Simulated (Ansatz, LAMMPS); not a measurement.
**Relaxing aqueous Mg2+ and Br-, 5.4 mol of salt per kg of water, from a frame at 330 K (168 atoms)**

Wanted: the relaxed structure of aqueous Mg2+ and Br-, 5.4 mol of salt per kg of water, from a frame at 330 K (168 atoms) and its electronic structure.

Calculated with Ansatz 0.2.0; Kohn-Sham DFT, r2SCAN+D4, PAW (set soft_2), plane waves.

### 1. Set-up

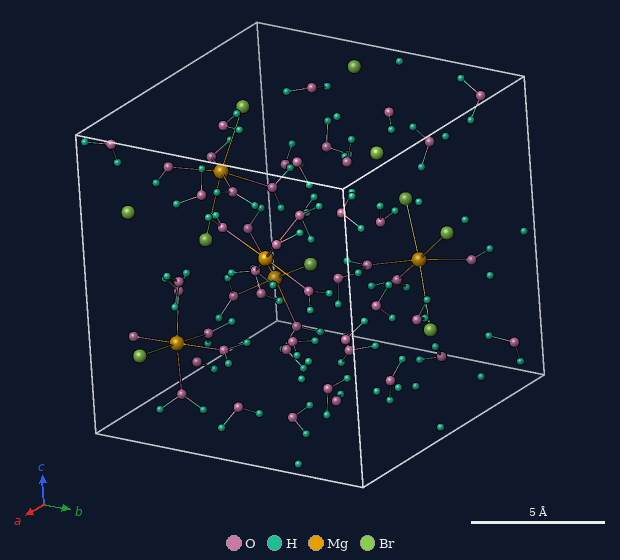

The starting structure, seen slightly off an axis (oxygen pink, hydrogen teal, magnesium orange, bromine green). Bonds to atoms that aren't drawn are left out. Some periodic images of atoms are drawn too.

The cell holds 168 atoms: 51 O, 102 H, 5 Mg and 10 Br. Its edges and angles: a = 12.174 Å, b = 12.174 Å, c = 12.174 Å, α = 90.0°, β = 90.0°, γ = 90.0°. 51 H2O, 5 Mg2+, 10 Br- placed at random, at 1.69 g/cm³; overlaps pushed apart, then 10 ps at 420 K with divalent ions of Li, Roberts, Chakravorty and Merz (J. Chem. Theory Comput. 9, 2733 (2013)); Joung-Cheatham ions (J. Phys. Chem. B 112, 9020 (2008)); SPC/E water (Berendsen, Grigera and Straatsma, J. Phys. Chem. 91, 6269 (1987)). Snapshot after 20 ps at 330 K and fixed volume.

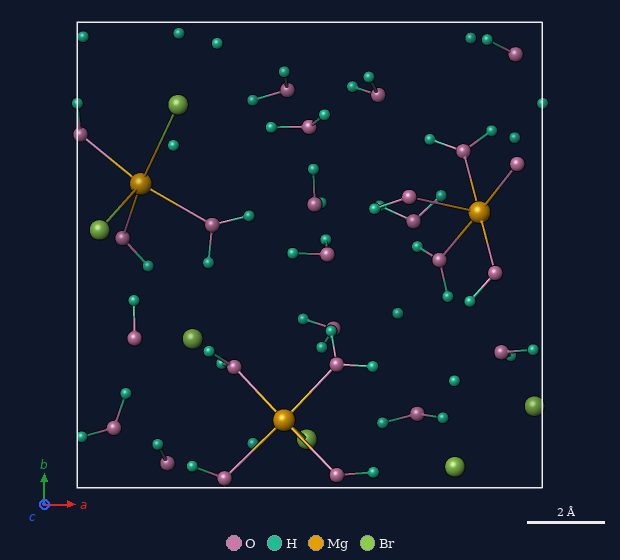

A slice 6 Å thick through the middle of the cell. Bonds to atoms that aren't drawn are left out.

What the set-up can't give: The network of contacts between molecules at the start is that of the classical potential that made the cell. The concentration wasn't checked against solubility and may exceed it. Sampling is at Γ alone, for a cell whose shortest periodic width is 12 Å.

### 2. Single point at the start

The forces at the start show how far the geometry lies from a minimum of this functional.

The input, input.yaml:

```yaml
crystal:
  lattice:
    - [12.17355, 0.0, 0.0]
    - [0.0, 12.17355, 0.0]
    - [0.0, 0.0, 12.17355]
  atoms:
    - { symbol: O, position: [0.64732, 0.84397, 0.44743] }
    - { symbol: H, position: [0.59199, 0.86192, 0.38942] }
    - { symbol: H, position: [0.62738, 0.88254, 0.51716] }
    - { symbol: O, position: [0.05883, 0.65743, 0.02147] }
    [... 158 atom lines left out ...]
    - { symbol: Br, position: [0.24823, 0.31979, 0.3412] }
    - { symbol: Br, position: [0.24766, 0.75681, 0.2002] }
    - { symbol: Br, position: [0.81225, 0.04474, 0.67853] }
    - { symbol: Br, position: [0.98336, 0.175, 0.28525] }
    - { symbol: Br, position: [0.21706, 0.82293, 0.52551] }
    - { symbol: Br, position: [0.05204, 0.39538, 0.94284] }
kpoints:
  mp_grid: { grid: [1, 1, 1] }
hamiltonian:
  xc: r2scan
  dispersion: d4
scf:
  occupations: { method: fixed }
output:
  forces: true
  stress: true
  populations: true
  dos:
    method: { smearing: { sigma: 0.15 } }
    de: 0.1
    projected: { site_lists: { Br: [Br], H: [H], Mg: [Mg], O: [O] } }
  eigenvalues: true
```

On the command line:

```
ansatz run input.yaml --threads 4 --pin off --max-ram 8192MiB --backend cpu --events-out ev --progress --plain --runs-dir out
```

Run time: 30 s. Hardware: 4 threads of AMD EPYC 9B45 (Zen 5), shared host; peak memory 4.9 GiB.

The run gave:

| Property | Result |
| --- | --- |
| free energy | -68233.4392 eV |
| free energy per atom | -406.1514 eV/atom |
| SCF cycles | 9 |
| pressure | -3.249 GPa |
| r.m.s. force component | 0.7419 eV/Å |
| longest force | 2.13 eV/Å |
| Fermi energy | -0.6929 eV |
| gap (highest filled to lowest empty level) | 3.963 eV |
| spilling of the projection | 0.009054 |

The r.m.s. force component of 0.74 eV/Å and the pressure of -3.2 GPa set the starting point.

Neighbours are counted within 1.21 Å (H-O), 2.58 Å (O-Mg), 3.33 Å (Br-Mg).

Length of the force by element and coordination:

| element | coordination | atoms | mean length of the force (eV/Å) | spread | least | most |
| --- | --- | --- | --- | --- | --- | --- |
| Br | all | 10 | 0.415 | 0.242 | 0.113 | 0.935 |
| Br | 0 | 3 | 0.427 | 0.196 | 0.234 | 0.696 |
| Br | 1 | 5 | 0.312 | 0.171 | 0.113 | 0.604 |
| Br | 2 | 2 | 0.655 | 0.280 | 0.375 | 0.935 |
| H | all | 102 | 1.37 | 0.313 | 0.653 | 2.13 |
| Mg | all | 5 | 0.863 | 0.336 | 0.365 | 1.34 |
| O | all | 51 | 1.09 | 0.408 | 0.169 | 2.03 |
| O | 2 | 30 | 1.01 | 0.303 | 0.296 | 1.56 |
| O | 3 | 21 | 1.21 | 0.502 | 0.169 | 2.03 |

### 3. Cell and atoms relaxed

The cell is relaxed with the atoms, since the starting lattice needn't suit this functional.

input.yaml, the sections that differ from step 2:

```yaml
output:
  forces: true
relax:
  f_tol: 0.05
  max_steps: 200
  cell: {}
# crystal, kpoints, hamiltonian, scf: as in step 2
```

It took 10 min on 4 threads; peak memory 4.7 GiB.

Relaxation path (22 of 31):

| step | energy less that of the first step (eV) | largest force component (eV/Å) | pressure (GPa) | volume (Å³) |
| --- | --- | --- | --- | --- |
| 1 | 0.0000 | 1.9004 | -3.25 | 1804.06 |
| 2 | -4.7928 | 1.6614 | -1.78 | 1812.04 |
| 4 | -6.9280 | 2.9986 | -0.66 | 1801.32 |
| 5 | -7.4512 | 1.7328 | -0.39 | 1795.28 |
| 7 | -8.0691 | 1.4445 | -0.27 | 1780.34 |
| 8 | -8.3009 | 0.7510 | -0.03 | 1773.39 |
| 10 | -8.6459 | 1.2337 | -0.13 | 1763.35 |
| 11 | -8.8116 | 0.4783 | -0.07 | 1759.69 |
| 12 | -8.9338 | 0.7642 | -0.16 | 1755.04 |
| 14 | -9.0179 | 2.0142 | -0.22 | 1743.13 |
| 15 | -9.1279 | 0.4371 | -0.03 | 1745.76 |
| 17 | -9.2465 | 0.5831 | -0.18 | 1738.61 |
| 18 | -9.3243 | 0.4919 | -0.15 | 1734.95 |
| 20 | -9.5070 | 0.3846 | -0.05 | 1727.84 |
| 21 | -9.5934 | 0.5935 | -0.07 | 1724.03 |
| 22 | -9.6895 | 0.1531 | 0.00 | 1717.26 |
| 24 | -9.7274 | 0.1278 | -0.02 | 1715.39 |
| 25 | -9.7071 | 0.6846 | 0.07 | 1714.73 |
| 27 | -9.7613 | 0.0944 | -0.02 | 1713.48 |
| 28 | -9.7643 | 0.0511 | 0.00 | 1713.73 |
| 30 | -9.7685 | 0.0495 | -0.01 | 1714.59 |
| 31 | -9.7156 | 0.0479 | 0.00 | 1714.59 |

Relaxation steps 14, 25 were tried and not accepted.

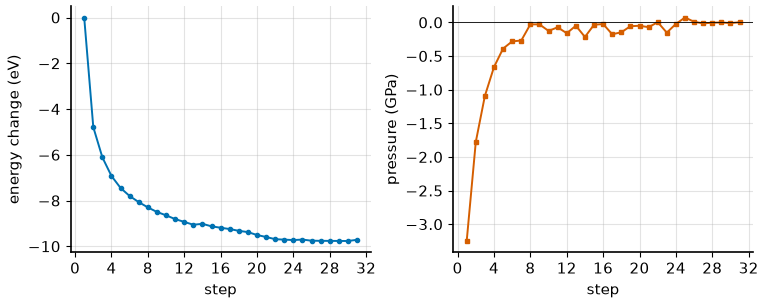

Energy and pressure along the relaxation.

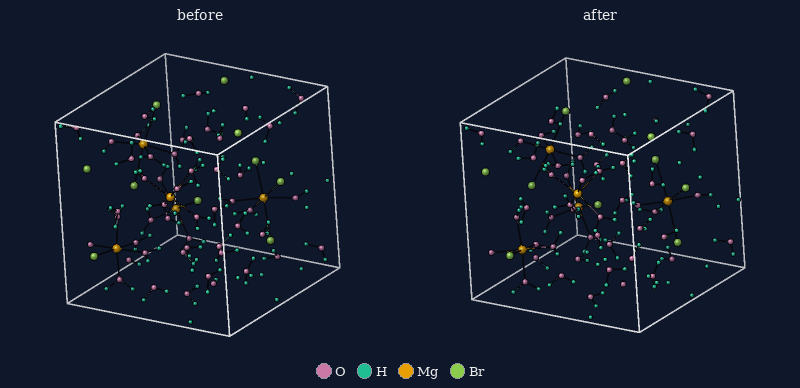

Before and after, at one scale. Bonds to atoms that aren't drawn are left out.

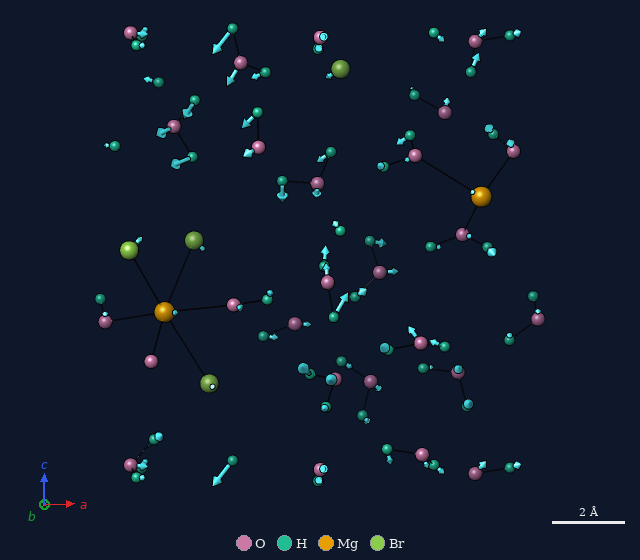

Displacements in the relaxation, scaled, measured against the changing cell; the longest in the cell stands for 2.25 Å. Drawn is a slice 4 Å thick, seen along the normal of the ac plane. Bonds to atoms that aren't drawn are left out.

| cell as run | before | after | change |
| --- | --- | --- | --- |
| a (Å) | 12.174 | 11.532 | -5.3 % |
| b (Å) | 12.174 | 12.503 | +2.7 % |
| c (Å) | 12.174 | 11.894 | -2.3 % |
| α (°) | 90.00 | 89.77 | -0.3 % |
| γ (°) | 90.00 | 90.85 | +0.9 % |
| volume (Å³/atom) | 10.74 | 10.21 | -5.0 % |

The atoms that moved most (Å, as changes of fractional coordinates times the final cell):

| atom | dx | dy | dz | length |
| --- | --- | --- | --- | --- |
| H152 | -0.524 | -2.132 | 0.499 | 2.252 |
| O151 | -0.324 | -1.547 | 0.103 | 1.584 |
| H26 | -0.853 | 1.190 | -0.502 | 1.547 |
| H125 | -0.897 | -0.574 | -1.042 | 1.490 |
| H53 | 0.590 | 0.072 | 1.005 | 1.168 |
| O25 | -0.626 | 0.865 | -0.429 | 1.150 |
| H27 | -0.398 | 0.692 | -0.812 | 1.139 |
| H89 | 0.113 | 0.420 | -1.032 | 1.120 |

The relaxation changed the energy by -57.8 meV/atom, and atoms moved by 0.60 Å r.m.s., 2.3 Å at most.

### 4. Structure statistics after relaxation

Bonds before and after, by the cutoffs listed below:

| pair | bonds before | bonds after | mean before (Å) | mean after (Å) | spread before (Å) | spread after (Å) |
| --- | --- | --- | --- | --- | --- | --- |
| H-O | 102 | 102 | 1.000 | 0.977 | 0.000 | 0.007 |
| O-Mg | 21 | 21 | 2.055 | 2.053 | 0.076 | 0.023 |
| Br-Mg | 9 | 9 | 2.675 | 2.731 | 0.142 | 0.075 |

Density 1.78 g/cm³, 10.21 Å³ an atom.

Pair distribution functions g(r), in bins of 0.2 Å:

| r (Å) | total | H-H | H-O | H-Br | H-Mg | O-O | O-Br |
| --- | --- | --- | --- | --- | --- | --- | --- |
| 0.90 | 5.20 | 0.00 | 14.05 | 0.00 | 0.00 | 0.00 | 0.00 |
| 1.10 | 0.00 | 0.00 | 0.00 | 0.00 | 0.00 | 0.00 | 0.00 |
| 1.30 | 0.00 | 0.00 | 0.00 | 0.00 | 0.00 | 0.00 | 0.00 |
| 1.50 | 0.98 | 2.65 | 0.00 | 0.00 | 0.00 | 0.00 | 0.00 |
| 1.70 | 0.69 | 0.10 | 1.76 | 0.00 | 0.00 | 0.00 | 0.00 |
| 1.90 | 0.23 | 0.03 | 0.60 | 0.00 | 0.00 | 0.00 | 0.00 |
| 2.10 | 0.57 | 0.78 | 0.09 | 0.14 | 0.00 | 0.00 | 0.00 |
| 2.30 | 0.84 | 1.69 | 0.05 | 2.71 | 0.00 | 0.00 | 0.00 |
| 2.50 | 0.49 | 0.98 | 0.02 | 1.43 | 0.61 | 0.00 | 0.00 |
| 2.70 | 1.00 | 0.59 | 0.35 | 0.28 | 6.84 | 3.56 | 0.00 |
| 2.90 | 1.02 | 0.97 | 1.21 | 0.39 | 0.34 | 1.84 | 0.00 |
| 3.10 | 1.26 | 1.01 | 1.96 | 0.69 | 0.14 | 1.16 | 0.27 |
| 3.30 | 1.25 | 0.80 | 1.69 | 0.80 | 0.37 | 0.71 | 5.27 |
| 3.50 | 1.24 | 1.17 | 1.31 | 1.57 | 0.00 | 1.23 | 2.65 |
| 3.70 | 1.17 | 1.35 | 1.08 | 1.42 | 0.49 | 1.18 | 1.39 |
| 3.90 | 1.08 | 1.26 | 1.03 | 1.28 | 0.79 | 0.69 | 0.71 |
| 4.10 | 1.02 | 1.01 | 0.98 | 1.49 | 0.72 | 1.03 | 0.71 |
| 4.30 | 0.95 | 1.02 | 0.78 | 1.24 | 1.38 | 0.97 | 0.73 |
| 4.50 | 0.87 | 0.91 | 0.77 | 0.83 | 1.64 | 0.78 | 0.53 |
| 4.70 | 0.97 | 0.87 | 0.99 | 1.01 | 1.38 | 1.11 | 1.20 |
| 4.90 | 0.86 | 0.86 | 0.85 | 0.58 | 1.67 | 0.72 | 0.95 |
| 5.10 | 0.91 | 0.93 | 0.93 | 0.95 | 0.78 | 0.77 | 0.83 |
| 5.30 | 0.96 | 0.88 | 1.00 | 1.04 | 0.95 | 0.97 | 0.99 |
| 5.50 | 0.98 | 0.97 | 1.10 | 0.72 | 0.89 | 0.78 | 1.14 |
| 5.70 | 1.02 | 1.03 | 0.92 | 1.23 | 1.10 | 1.11 | 0.74 |

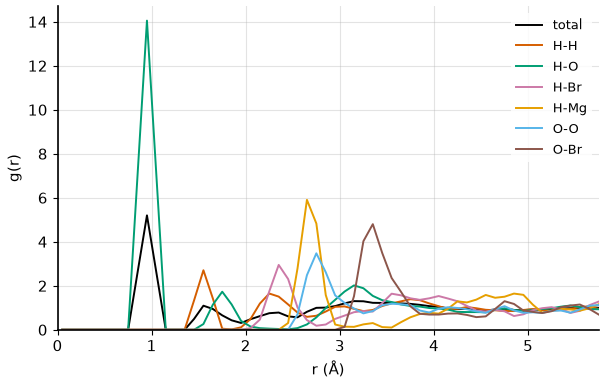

Pair distribution functions, lightly smoothed.

Bonds by pair of elements; cutoffs follow the first minimum of g(r), held within bounds set by covalent radii, and pairs that aren't listed don't count as bonded:

| pair A-B | cutoff (Å) | bonds | mean length (Å) | spread (Å) | shortest (Å) | B about A | A about B |
| --- | --- | --- | --- | --- | --- | --- | --- |
| H-O | 1.21 | 102 | 0.977 | 0.007 | 0.961 | 1 | 2 |
| O-Mg | 2.48 | 21 | 2.05 | 0.023 | 2.01 | 0.412 | 4.2 |
| Br-Mg | 3.27 | 9 | 2.73 | 0.075 | 2.61 | 0.9 | 1.8 |

How many atoms have how many bonded neighbours:

| element | mean | 0 | 1 | 2 | 3 | 6 |
| --- | --- | --- | --- | --- | --- | --- |
| Br | 0.9 | 3 | 5 | 2 | 0 | 0 |
| H | 1 | 0 | 102 | 0 | 0 | 0 |
| Mg | 6 | 0 | 0 | 0 | 0 | 5 |
| O | 2.41 | 0 | 0 | 30 | 21 | 0 |

Bond angles, per cent of each kind in bins of 5°:

| angle (°) | H-O-H | H-O-Mg | O-Mg-O | Br-Mg-O |
| --- | --- | --- | --- | --- |
| 80–85 | 0.0 | 0.0 | 5.7 | 2.9 |
| 85–90 | 0.0 | 0.0 | 31.4 | 51.4 |
| 90–95 | 0.0 | 0.0 | 28.6 | 25.7 |
| 95–100 | 0.0 | 0.0 | 11.4 | 5.7 |
| 100–105 | 37.3 | 0.0 | 0.0 | 0.0 |
| 105–110 | 62.7 | 2.4 | 0.0 | 0.0 |
| 110–115 | 0.0 | 11.9 | 0.0 | 0.0 |
| 115–120 | 0.0 | 28.6 | 0.0 | 0.0 |
| 120–125 | 0.0 | 31.0 | 0.0 | 0.0 |
| 125–130 | 0.0 | 19.0 | 0.0 | 0.0 |
| 130–135 | 0.0 | 7.1 | 0.0 | 0.0 |
| 135–140 | 0.0 | 0.0 | 0.0 | 0.0 |
| 140–145 | 0.0 | 0.0 | 0.0 | 0.0 |
| 145–150 | 0.0 | 0.0 | 0.0 | 0.0 |
| 150–155 | 0.0 | 0.0 | 0.0 | 0.0 |
| 155–160 | 0.0 | 0.0 | 0.0 | 0.0 |
| 160–165 | 0.0 | 0.0 | 0.0 | 0.0 |
| 165–170 | 0.0 | 0.0 | 2.9 | 0.0 |
| 170–175 | 0.0 | 0.0 | 8.6 | 8.6 |
| 175–180 | 0.0 | 0.0 | 11.4 | 5.7 |

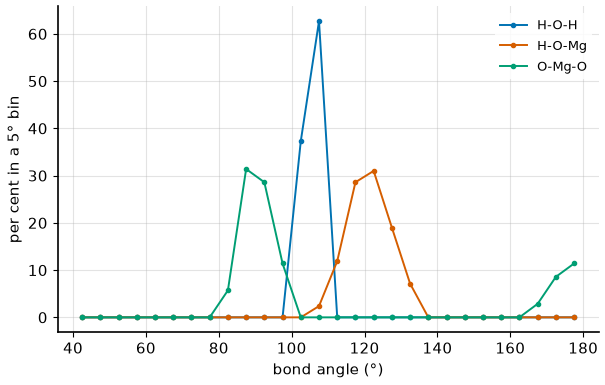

Distributions of the most common bond angles.

Bond angles (no mean is given where the spread exceeds 20°):

| angle | count | mean (°) | spread (°) |
| --- | --- | --- | --- |
| H-O-H | 51 | 106 | 1.8 |
| H-O-Mg | 42 | 121 | 5.6 |
| O-Mg-O | 35 | - | - |
| Br-Mg-O | 35 | - | - |
| Br-Mg-Br | 5 | - | - |

Hydrogen bonds between water molecules (O–O under 3.5 Å, H–O···O angle under 30°):

| hydrogen bonds to other water | molecules |
| --- | --- |
| 0 | 2 |
| 1 | 8 |
| 2 | 18 |
| 3 | 14 |
| 4 | 9 |

First shells of the ions:

| ion | count | shell | mean number |
| --- | --- | --- | --- |
| Mg | 5 | water O within 2.8 A | 4.2 |

Bond length by coordination (bonds to H left out):

| element | coordination | atoms | mean bond length (Å) |
| --- | --- | --- | --- |
| Br | 1 | 5 | 2.71 |
| Br | 2 | 2 | 2.75 |
| O | 3 | 21 | 2.05 |

Counting bonds as in the table, 50 % of Br atoms have 1, all H atoms have 1, all Mg atoms have 6 and 59 % of O atoms have 2 bonded neighbours. The H-O-H angle averages 106° with a spread of 1.8°. The 51 water molecules hold 2.39 hydrogen bonds each to other water on average, with a mean O–O distance of 2.75 Å. Ion shells in this frame: Mg 4.2 (water O within 2.8 Å).

(Part 1 of 2 ends here.)

[Logs are printed without paths, hosts, clocks, repeated set-up lines and the standing remarks that a program may print on its own settings, such as how far it seeks lower states.]

[Hosts, paths, dates, database ids (printed as entryN), source tags and the programs' standing remarks are cut or masked in the printed files.]
